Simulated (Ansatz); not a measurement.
## Electronic structure of GeH2O···H2 in real space

```yaml
atoms:
  - { symbol: Ge, position_ang: [-0.0695, 0.0535, 1.0678] }
  - { symbol: H, position_ang: [0.1093, 1.4382, -1.1599] }
  - { symbol: O, position_ang: [-0.0787, -1.4998, 0.1712] }
  - { symbol: H, position_ang: [0.8115, 1.5264, -0.9029] }
  - { symbol: H, position_ang: [-1.4887, 0.4916, 0.4752] }
  - { symbol: H, position_ang: [0.7160, -2.0099, 0.3486] }
```

The product side of a reaction path; geometry: PBE0-D4/def2-TZVP.

Level of theory: Ansatz 0.2.0, RKS PBE0-D4/def2-TZVPP.

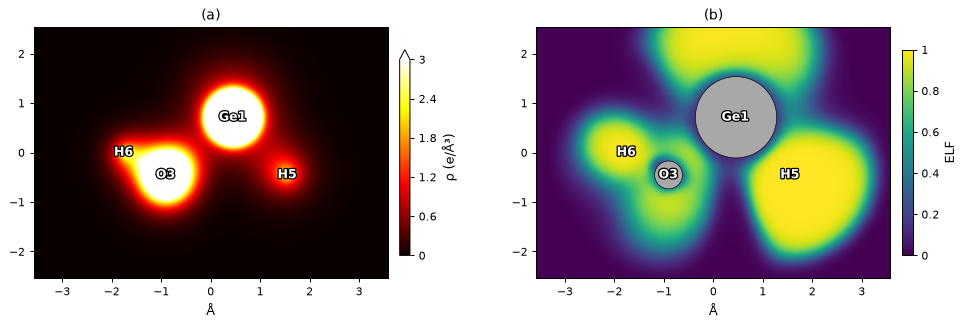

Figure 1. (a) electron density; (b) electron localisation function on the plane of atoms Ge1, O3 and H6. Grey discs cover the atomic cores in the ELF map.

Read the bonding off the picture.

Answer.
- The plane passes through Ge, O and H nuclei.
- Ge–O (1.79 Å): ρ is about 0.95 e/Å³ halfway; the ELF peaks at about 0.85 in the valence shell of O, 0.6 Å from its nucleus, and is about 0.30 at the midpoint.
- O–H (0.96 Å): ρ is about 3.8 e/Å³ halfway; the ELF climbs to about 1 towards the hydrogen, as it does in any bond to H: a covalent bond by its length.
- Ge–H (1.60 Å): the density is about 0.94 e/Å³ at the midpoint; the ELF climbs to about 1 towards the hydrogen.
- The ELF also peaks beside O3, away from the bonds: lone-pair regions.

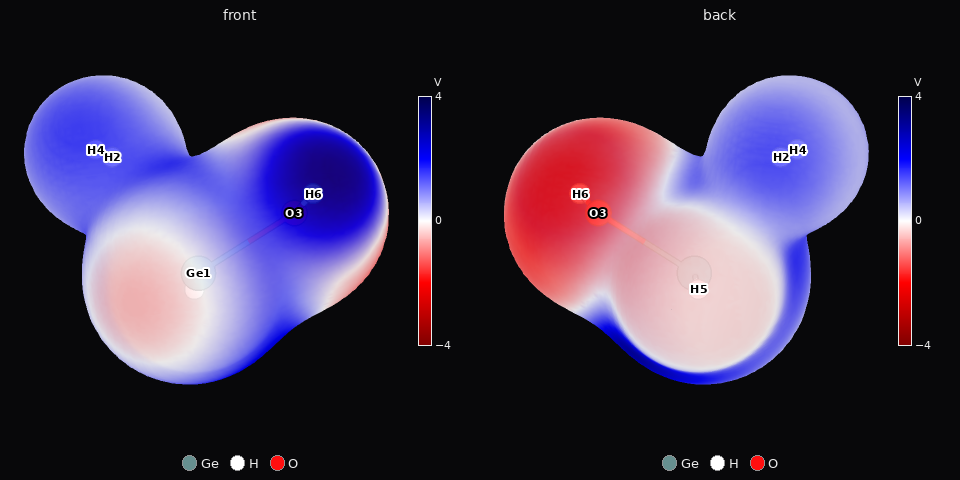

Figure 2. The electrostatic potential painted on the density surface at 0.004 e/bohr³, seen from the front and from behind; the colour scale runs from red (negative) to blue (positive).

Describe the electrostatic potential map.

Answer. The most negative region (about −1.8 V, or −42 kcal/mol for a unit charge) lies over O3, the most positive (about +3.1 V, or +71 kcal/mol for a unit charge) over H6. O3 is the likeliest acceptor of a hydrogen bond.

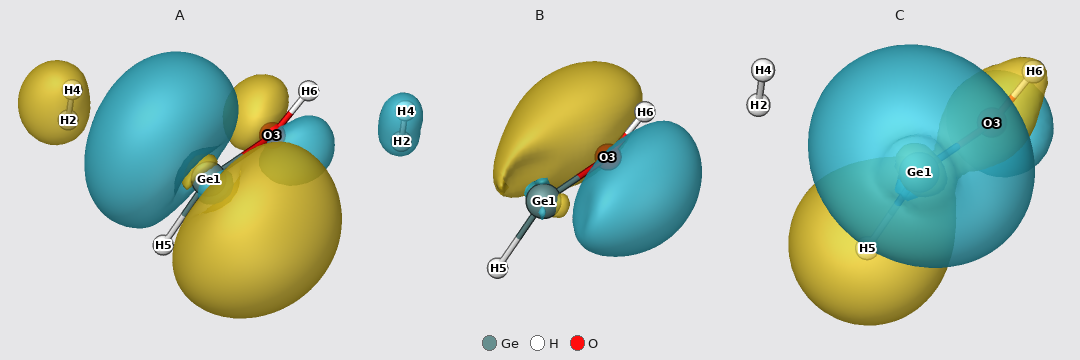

Figure 3. Three frontier orbitals at ±0.1 Å⁻³ᐟ² (yellow and cyan are the two phases), in no order.

Which picture is the HOMO−1, the HOMO and the LUMO?

Answer. B is the HOMO−1 (−9.42 eV). It lies mainly on O3 (about 80 %) and Ge1 (about 15 %); largely a lone pair of O3. C is the HOMO (−6.67 eV). It lies mainly on Ge1 (about 65 %), H5 (about 20 %) and O3 (about 15 %). A is the LUMO (−1.84 eV). By Hirshfeld shares it lies mainly on Ge1 (about 80 %) and O3 (about 10 %).

What is the HOMO–LUMO gap?

Answer. 4.83 eV between the orbital energies.
